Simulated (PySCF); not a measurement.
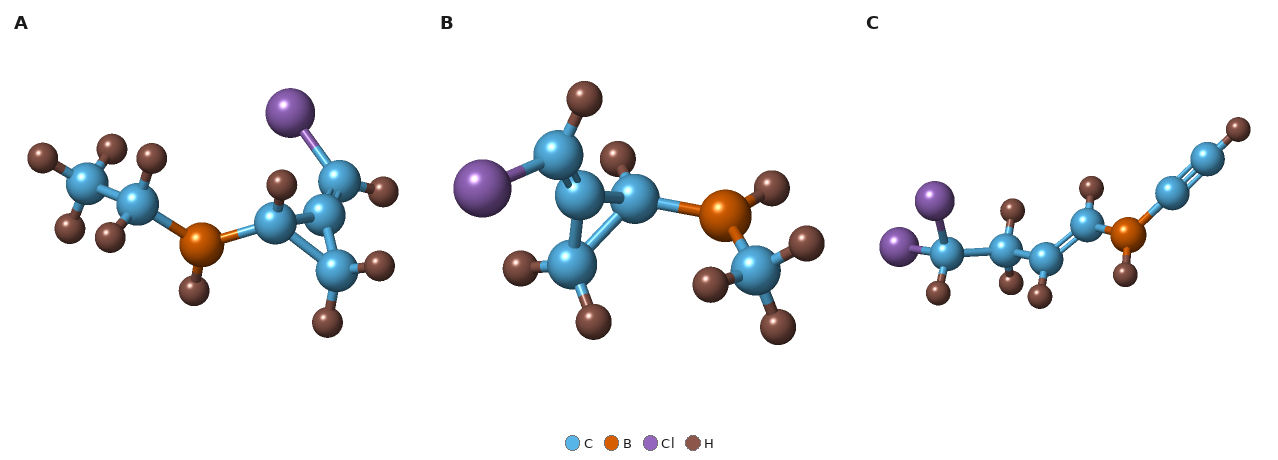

The picture comes from a calculation with PySCF.

```xyz
16
charge 0, multiplicity 1
C     4.4156   -0.3458    0.6269
C     3.3017   -0.5943    0.2357
B     1.9092   -0.8927   -0.2436
C     0.7680    0.0965    0.0955
C    -0.5048   -0.0921   -0.2598
C    -1.6291    0.8460    0.0571
C    -2.7661    0.1108    0.7485
Cl   -4.1336    1.2114    1.0479
Cl   -2.2102   -0.5697    2.2991
H     5.3884   -0.1334    0.9673
H     1.6975   -1.8620   -0.8664
H     0.9948    0.9952    0.6601
H    -0.7893   -0.9742   -0.8195
H    -2.0223    1.2730   -0.8713
H    -1.2805    1.6625    0.6920
H    -3.1470   -0.7222    0.1541
```

Which picture belongs to the input above?

Answer. C. The file holds C6H7BCl2, `C#CB/C=C/CC(Cl)Cl`.
